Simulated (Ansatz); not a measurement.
Input

```
crystal:
  periodic: [false, false, false]
  atoms:
    - {symbol: Si, position_ang: [-0.332069, 1.793906, 0.767692]}
    - {symbol: H, position_ang: [-0.136328, -1.925439, 1.825930]}
    - {symbol: Cl, position_ang: [-2.121450, 0.809262, 0.558942]}
    - {symbol: Cl, position_ang: [0.481063, 1.104243, 2.536708]}
    - {symbol: H, position_ang: [-0.572613, 3.232702, 0.975383]}
    - {symbol: H, position_ang: [0.190556, -1.636600, -2.429800]}
    - {symbol: N, position_ang: [0.577635, 1.502435, -0.613152]}
    - {symbol: H, position_ang: [-0.224322, -2.656051, 1.696536]}
    - {symbol: N, position_ang: [0.184566, -1.358085, -1.456339]}
    - {symbol: H, position_ang: [1.414977, 2.033933, -0.789128]}
    - {symbol: H, position_ang: [0.606920, 0.555988, -1.002864]}
    - {symbol: H, position_ang: [0.706461, -2.052833, -0.936338]}
    - {symbol: H, position_ang: [-0.775494, -1.403562, -1.133670]}
basis:
  gaussian: {orbitals: def2-TZVPP}
hamiltonian: {xc: pbe0, dispersion: d4}
output: {orbitals: {seedname: orbitals}}
```

Command:

```sh
ansatz run in.yaml --threads 8 --pin off --events-out ev --progress --plain --max-ram 19148MiB
```

The product side of a reaction path; geometry: PBE0-D4/def2-TZVP; a saddle point, not a minimum.

These are results of RKS PBE0-D4/def2-TZVPP (Ansatz), not measurements.

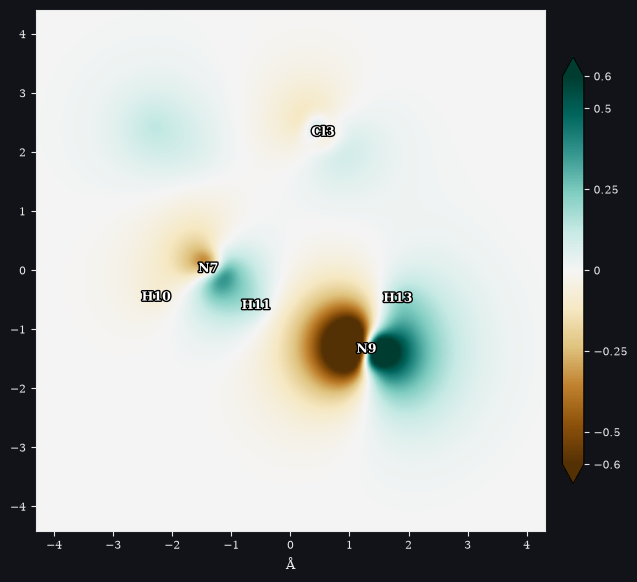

Cl$_{2}$H$_{3}$NSi···H$_{2}$···NH$_{3}$. The HOMO−1 on the plane of atoms H10, N7 and H11 (values in Å⁻³ᐟ²; the overall sign is arbitrary).

Question: Describe this orbital and give its energy.

Answer: Its weight (Hirshfeld) is mainly on N9 (about 65 %) and N7 (about 5 %). Its energy is −8.35 eV.
